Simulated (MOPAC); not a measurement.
# Frequency calculation of CH6ClGeN (part 3 of 3)

Continued. System: CH6ClGeN. Method: PM6-D3H4, closed shell, dispersion D3H4 (MOPAC 23.2.5). The geometry was optimised with PM6-D3H4.

Geometry of the input (Å):
```
C  0.0985  1.0206  -0.9772
N  -0.6544  0.3580  0.1151
Ge 0.1701  -0.8616  1.1385
Cl 0.4845  -2.6466  -0.1456
H  0.3487  0.3191  -1.8148
H  -0.5331  1.8580  -1.3746
H  1.0429  1.4600  -0.5671
H  -1.6086  0.1459  -0.1911
H  1.5636  -0.4173  1.4885
H  -0.7901  -1.3347  2.1960
```

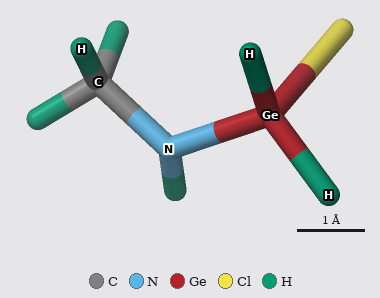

Fig. 1: The input geometry (stick view, seen at a tilt). Sticks mark near contacts.

### Log, continued
```
 VIBRATION          9    9A           ATOM PAIR      ENERGY CONTRIBUTION    RADIAL
 FREQUENCY           698.47         N  2 -- H  8         +29.1% ( 60.3%)      8.9%
 TRANSITION DIPOLE   0.3847         Ge 3 -- H 10         +28.0% ( 59.0%)      0.0%
 TRAVEL (Ang.)       0.4817         Ge 3 -- H  9         +16.4% ( 45.3%)      4.1%
 REDUCED MASS        0.4161         N  2 -- Ge 3          +8.9% ( 33.3%)     62.3%
 EFFECTIVE MASS      3.5543
 FORCE CONSTANT      0.1196

 VIBRATION         10   10A           ATOM PAIR      ENERGY CONTRIBUTION    RADIAL
 FREQUENCY           733.62         N  2 -- H  8         +21.9% ( 56.1%)     29.1%
 TRANSITION DIPOLE   0.6118         Ge 3 -- H  9         +17.0% ( 49.4%)      5.8%
 TRAVEL (Ang.)       0.3915         N  2 -- Ge 3         +16.6% ( 48.9%)     63.8%
 REDUCED MASS        0.5998         Ge 3 -- H 10         +16.6% ( 48.8%)      0.4%
 EFFECTIVE MASS      4.9905         C  1 -- N  2         +14.2% ( 45.2%)      0.1%
 FORCE CONSTANT      0.1902

 VIBRATION         11   11A           ATOM PAIR      ENERGY CONTRIBUTION    RADIAL
 FREQUENCY           815.60         Ge 3 -- H  9         +30.0% ( 54.7%)      0.1%
 TRANSITION DIPOLE   0.1897         Ge 3 -- H 10         +21.4% ( 46.2%)      0.4%
 TRAVEL (Ang.)       0.4562         N  2 -- H  8         +15.5% ( 39.3%)     22.2%
 REDUCED MASS        0.3973         C  1 -- N  2          +9.0% ( 30.0%)      3.2%
 EFFECTIVE MASS      2.2326
 FORCE CONSTANT      0.1557

 VIBRATION         12   12A           ATOM PAIR      ENERGY CONTRIBUTION    RADIAL
 FREQUENCY          1067.54         C  1 -- H  5         +41.7% ( 84.3%)     11.4%
 TRANSITION DIPOLE   0.1142         C  1 -- H  7         +20.7% ( 59.4%)      8.4%
 TRAVEL (Ang.)       0.3132         C  1 -- H  6         +18.3% ( 55.8%)      7.1%
 REDUCED MASS        0.6441         C  1 -- N  2          +9.0% ( 39.0%)      3.7%
 EFFECTIVE MASS      3.0853
 FORCE CONSTANT      0.4325

 VIBRATION         13   13A           ATOM PAIR      ENERGY CONTRIBUTION    RADIAL
 FREQUENCY          1114.71         C  1 -- H  6         +31.4% ( 71.1%)     15.2%
 TRANSITION DIPOLE   0.3480         C  1 -- H  7         +28.7% ( 68.0%)      9.0%
 TRAVEL (Ang.)       0.3267         C  1 -- N  2         +11.3% ( 42.7%)      1.2%
 REDUCED MASS        0.5669         C  1 -- H  5         +10.3% ( 40.7%)      0.0%
 EFFECTIVE MASS      3.4877
 FORCE CONSTANT      0.4150

 VIBRATION         14   14A           ATOM PAIR      ENERGY CONTRIBUTION    RADIAL
 FREQUENCY          1219.35         C  1 -- N  2         +34.9% ( 97.9%)     99.9%
 TRANSITION DIPOLE   0.7437         C  1 -- Ge 3         +11.3% ( 55.7%)     59.3%
 TRAVEL (Ang.)       0.0995         N  2 -- Ge 3         +11.3% ( 55.6%)     27.6%
 REDUCED MASS        5.5855         C  1 -- H  6         +11.2% ( 55.5%)      4.3%
 EFFECTIVE MASS     12.3675         C  1 -- H  5         +10.5% ( 53.6%)     20.3%
 FORCE CONSTANT      4.8929         C  1 -- H  7         +10.4% ( 53.5%)     14.2%
                            N  2 -- H  8         +10.3% ( 53.3%)     13.8%

 VIBRATION         15   15A           ATOM PAIR      ENERGY CONTRIBUTION    RADIAL
 FREQUENCY          1341.42         C  1 -- H  5         +44.0% ( 58.8%)      1.7%
 TRANSITION DIPOLE   0.4090         C  1 -- H  7         +37.9% ( 54.6%)      2.3%
 TRAVEL (Ang.)       0.3459         C  1 -- H  6          +9.5% ( 27.4%)     59.9%
 REDUCED MASS        0.4202         C  1 -- N  2          +4.0% ( 17.8%)     10.8%
 EFFECTIVE MASS      1.5195
 FORCE CONSTANT      0.4454

 VIBRATION         16   16A           ATOM PAIR      ENERGY CONTRIBUTION    RADIAL
 FREQUENCY          1342.44         C  1 -- H  6         +48.3% ( 61.4%)      0.0%
 TRANSITION DIPOLE   0.4568         C  1 -- H  5         +22.7% ( 42.1%)     13.4%
 TRAVEL (Ang.)       0.3546         C  1 -- H  7         +21.1% ( 40.6%)     10.7%
 REDUCED MASS        0.3995         C  1 -- Ge 3          +3.8% ( 17.2%)      3.4%
 EFFECTIVE MASS      1.4945
 FORCE CONSTANT      0.4242

 VIBRATION         17   17A           ATOM PAIR      ENERGY CONTRIBUTION    RADIAL
 FREQUENCY          1411.34         C  1 -- H  6         +25.2% ( 51.0%)      0.4%
 TRANSITION DIPOLE   0.4471         C  1 -- H  5         +23.9% ( 49.7%)      0.5%
 TRAVEL (Ang.)       0.3790         N  2 -- H  8         +21.4% ( 47.0%)      0.2%
 REDUCED MASS        0.3326         C  1 -- H  7         +18.2% ( 43.3%)      5.6%
 EFFECTIVE MASS      2.0425
 FORCE CONSTANT      0.3903

 VIBRATION         18   18A           ATOM PAIR      ENERGY CONTRIBUTION    RADIAL
 FREQUENCY          1432.07         N  2 -- H  8         +64.8% ( 81.8%)      0.8%
 TRANSITION DIPOLE   0.0737         C  1 -- H  7         +15.4% ( 39.9%)      0.9%
 TRAVEL (Ang.)       0.2993         C  1 -- N  2          +6.0% ( 25.0%)     46.3%
 REDUCED MASS        0.5257         C  1 -- H  6          +4.9% ( 22.6%)     15.7%
 EFFECTIVE MASS      1.9881
 FORCE CONSTANT      0.6352

 VIBRATION         19   19A           ATOM PAIR      ENERGY CONTRIBUTION    RADIAL
 FREQUENCY          2312.79         Ge 3 -- H 10         +52.2% ( 73.4%)     99.8%
 TRANSITION DIPOLE   0.1904         Ge 3 -- H  9         +47.7% ( 70.2%)     99.7%
 TRAVEL (Ang.)       0.2392
 REDUCED MASS        0.5097
 EFFECTIVE MASS      1.2997
 FORCE CONSTANT      1.6064

 VIBRATION         20   20A           ATOM PAIR      ENERGY CONTRIBUTION    RADIAL
 FREQUENCY          2377.49         Ge 3 -- H  9         +52.3% ( 71.1%)     99.7%
 TRANSITION DIPOLE   0.0755         Ge 3 -- H 10         +47.6% ( 67.8%)     99.7%
 TRAVEL (Ang.)       0.2378
 REDUCED MASS        0.5014
 EFFECTIVE MASS      1.0835
 FORCE CONSTANT      1.6699

 VIBRATION         21   21A           ATOM PAIR      ENERGY CONTRIBUTION    RADIAL
 FREQUENCY          2634.82         C  1 -- H  5         +67.4% ( 85.4%)     99.5%
 TRANSITION DIPOLE   0.4897         C  1 -- H  6         +23.1% ( 50.0%)     93.3%
 TRAVEL (Ang.)       0.2192         C  1 -- H  7          +7.9% ( 29.3%)     77.1%
 REDUCED MASS        0.5325         C  1 -- Ge 3          +0.8% (  9.5%)      5.0%
 EFFECTIVE MASS      1.4302
 FORCE CONSTANT      2.1781

 VIBRATION         22   22A           ATOM PAIR      ENERGY CONTRIBUTION    RADIAL
 FREQUENCY          2644.57         C  1 -- H  7         +53.9% ( 76.6%)     98.8%
 TRANSITION DIPOLE   0.4884         C  1 -- H  6         +41.2% ( 67.0%)     97.1%
 TRAVEL (Ang.)       0.2303         C  1 -- H  5          +2.4% ( 16.3%)     39.7%
 REDUCED MASS        0.4806         C  1 -- N  2          +0.9% (  9.8%)      0.2%
 EFFECTIVE MASS      1.4323
 FORCE CONSTANT      1.9803

 VIBRATION         23   23A           ATOM PAIR      ENERGY CONTRIBUTION    RADIAL
 FREQUENCY          2788.58         N  2 -- H  8         +98.2% ( 99.6%)     99.8%
 TRANSITION DIPOLE   0.8658         N  2 -- Ge 3          +0.6% (  7.6%)     21.1%
 TRAVEL (Ang.)       0.1614         C  1 -- N  2          +0.6% (  7.5%)     13.0%
 REDUCED MASS        0.9278         C  1 -- H  6          +0.4% (  6.5%)     93.4%
 EFFECTIVE MASS      1.3640
 FORCE CONSTANT      4.2509

 VIBRATION         24   24A           ATOM PAIR      ENERGY CONTRIBUTION    RADIAL
 FREQUENCY          2822.54         C  1 -- H  7         +37.4% ( 57.5%)     98.1%
 TRANSITION DIPOLE   0.3394         C  1 -- H  6         +34.1% ( 55.0%)     97.7%
 TRAVEL (Ang.)       0.2687         C  1 -- H  5         +27.9% ( 49.7%)     97.0%
 REDUCED MASS        0.3310         C  1 -- Ge 3          +0.2% (  4.3%)     70.3%
 EFFECTIVE MASS      1.0962
 FORCE CONSTANT      1.5534

      SYMMETRY NUMBER FOR POINT-GROUP C1  =  1

          SYSTEM IS A GROUND STATE

 CH6ClGeN frequencies

          MOLECULE IS NOT LINEAR

          THERE ARE 24 GENUINE VIBRATIONS IN THIS SYSTEM
          THIS THERMODYNAMICS CALCULATION IS LIMITED TO
          MOLECULES WHICH HAVE NO INTERNAL ROTATIONS

                    CALCULATED THERMODYNAMIC PROPERTIES
                                          *
   TEMP. (K)   PARTITION FUNCTION   H.O.F.    ENTHALPY  HEAT CAPACITY ENTROPY
                                   KCAL/MOL   CAL/MOLE    CAL/K/MOL  CAL/K/MOL

 298.00  VIB.     0.2781D+02                  2399.2400    15.9280    14.6595
         ROT.     0.1864D+06                   888.2803     2.9808    27.0972
         INT.     0.5185D+07                  3287.5203    18.9088    41.7567
         TRA.     0.1603D+28                  1480.4672     4.9680    40.7210
         TOT.                      -24.805    4767.9875    23.8768    82.4777

 298.00  VIB.     0.2781D+02                  2399.2400    15.9280    14.6595
         ROT.     0.1864D+06                   888.2803     2.9808    27.0972
         INT.     0.5185D+07                  3287.5203    18.9088    41.7567
         TRA.     0.1603D+28                  1480.4672     4.9680    40.7210
         TOT.                      -24.805    4767.9875    23.8768    82.4777

 398.00  VIB.     0.1074D+03                  4216.3655    20.2979    19.8870
         ROT.     0.2878D+06                  1186.3609     2.9808    27.9597
         INT.     0.3090D+08                  5402.7264    23.2787    47.8467
         TRA.     0.2475D+28                  1977.2682     4.9680    42.1586
         TOT.                      -22.193    7379.9947    28.2467    90.0053

   *: NOTE: HEATS OF FORMATION ARE RELATIVE TO THE
            ELEMENTS IN THEIR STANDARD STATE AT 298K
              (=  Standard Enthalpy of Formation).

            Hvib:  Zero-point energy is not included.
                   frequencies of less than zero cm-1 are not included.
            Hrot = (3/2)RT
            Htra = (3/2)RT + pV = (5/2)RT

            Heat capacity is Cp, not Cv

           FORCE CONSTANT IN CARTESIAN COORDINATES (Millidynes/A)

    ATOM   CHEMICAL       X               Y               Z
   NUMBER   SYMBOL  FORCE CONSTANT  FORCE CONSTANT  FORCE CONSTANT

      1       C        7.316918        6.311217        6.011024
      2       N        7.868947        5.310632        2.587820
      3      Ge        4.892794        4.239479        2.820315
      4      Cl        0.152373        0.402702        1.624909
      5       H        1.304697        1.007838        3.161116
      6       H        1.147709        3.663873        0.689419
      7       H        1.221043        1.756876        2.576842
      8       H        1.511878        2.630501        1.542411
      9       H        0.798615        1.547403        1.393857
     10       H        3.125773        0.356370        0.241279

 *                    *
 * JOB ENDED NORMALLY *
 *                    *

 TOTAL JOB TIME:             0.18 SECONDS

 == MOPAC DONE ==
```

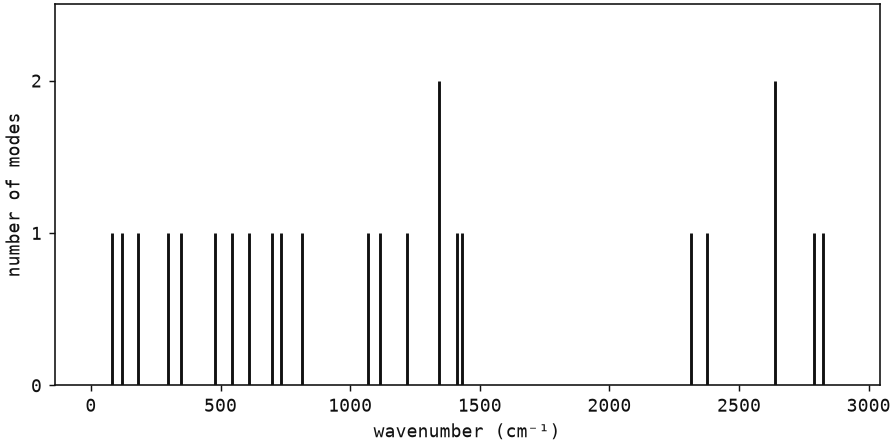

Fig. 2: Harmonic vibrational wavenumbers from the force constants; neighbouring modes closer than 12 cm⁻¹ are counted in one stick. 24 modes from 79 to 2823 cm⁻¹, none imaginary.

### Key numbers

```json
{"quantity": "outcome", "value": "converged"}
{"quantity": "heat of formation", "value": "−24.81 kcal/mol"}
{"quantity": "basis functions", "value": "27"}
{"quantity": "zero-point energy", "value": "0.067013 hartree"}
{"quantity": "wavenumbers, lowest and highest", "value": "79 and 2823 cm⁻¹"}
{"quantity": "hardware", "value": "1 thread of Intel Xeon (Sapphire Rapids), 64 GiB of memory available, shared host"}
{"quantity": "peak memory", "value": "0.071 GiB"}
```

### Notes

MOPAC's energies along a path are heats of formation.
